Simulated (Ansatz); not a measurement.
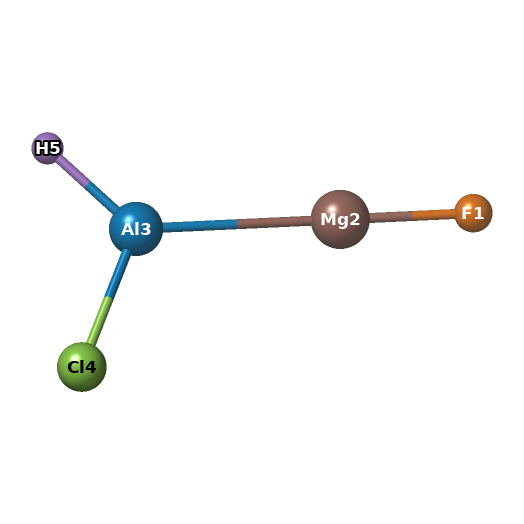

The atoms are numbered. Computed geometry: PBE0-D4/def2-TZVP optimisation. No frequency run is at hand to confirm it as a minimum.

Which atoms are bonded, and how long are the bonds?

```tsv
bond	length (Å)
F1–Mg2	1.757
Mg2–Al3	2.697
Al3–Cl4	2.120
Al3–H5	1.590
```
